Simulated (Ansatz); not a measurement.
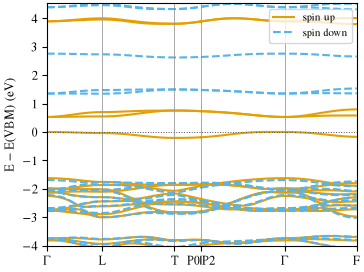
*Band structure from DFT-r²SCAN in the program Ansatz with PAW potentials*

Question: Read off the gap and where the band edges lie.

Answer: About 0.5 eV (0.53 eV by a search for the band edges); maximum on the P2–Γ line, 84 % of the way from P2, minimum at Γ.

Question: Pick the material that matches.
A) KTlO2, R-3m (K on 3b, Tl on 3a, O on 6c)
B) MoS2, R3m (Mo on 3a, S on 3a, S on 3a)
C) KCrF6, R-3 (K on 3a, Cr on 3b, F on 18f)
D) KNdO2, R-3m (K on 3a, Nd on 3b, O on 6c)

Answer: C, KCrF6, R-3 (K on 3a, Cr on 3b, F on 18f)

The workflow started from a Materials Project entry (that database holds measured and hypothetical structures alike); the Crystallography Open Database copy checked does not list it. Its standing as an ambient phase is unchecked. The cell was relaxed with r²SCAN under the symmetry of its start; its stability against distortions is not shown here. Spin order of the final state: ferromagnetic, chosen from 3 collinear starts compared on coarse meshes (ties went to the first, and starts can fall back to one state), not a proven ground state. Other orbital occupations within this spin state were not tried. No Hubbard U is applied.

Potentials: the later of the program's two PAW sets.
